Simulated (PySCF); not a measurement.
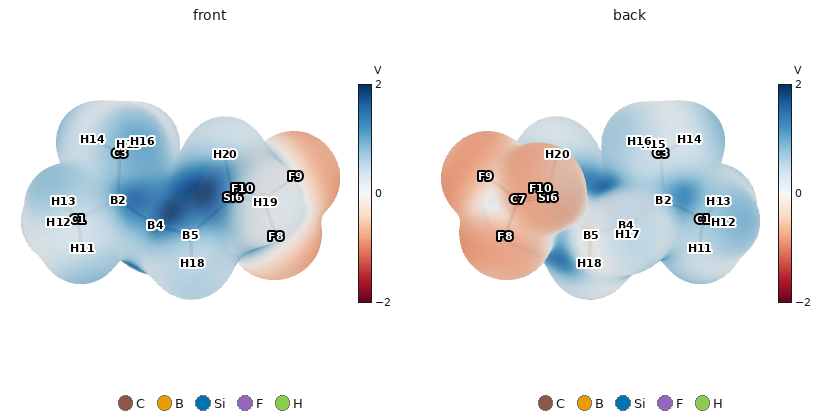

The picture shows: C3H10B3F3Si (SMILES CB(C)BB[SiH2]C(F)(F)F). The electrostatic potential painted on the density surface at 0.002 e/bohr³, seen from the front and from behind; red is negative and blue positive.

Geometry: GFN2-xTB.

Level of theory: PBE0/pcSseg-1, SCF density, gas phase, non-relativistic in PySCF.

```xyz
20

C    -2.9268   -1.2648   -0.4507
B    -1.6540   -0.3349   -0.5925
C    -1.8864    1.2284   -0.4888
B    -0.1450   -0.9221   -0.8427
B     0.8354   -1.1042    0.3933
Si    1.9269    0.4090    1.0013
C     3.3044    0.6451   -0.3751
F     4.0229   -0.4816   -0.5914
F     4.2050    1.6093   -0.1002
F     2.7678    0.9698   -1.5756
H    -2.7117   -2.2608   -0.0706
H    -3.3610   -1.4006   -1.4419
H    -3.7088   -0.8268    0.1667
H    -2.8432    1.5418   -0.9024
H    -1.9055    1.4954    0.5689
H    -1.1057    1.8306   -0.9472
H     0.1287   -1.1280   -1.9637
H     0.9182   -2.0892    1.0289
H     2.7743    0.3257    2.2059
H     1.3593    1.7687    1.0328
```

Which sites attract a positive test charge, and which a negative one?

Answer. A positive charge is drawn to the negative regions and a negative charge to the positive ones. The most negative region (about −0.8 V) lies over F8, F9 and F10, the most positive (about +1.8 V) over B5 and Si6.
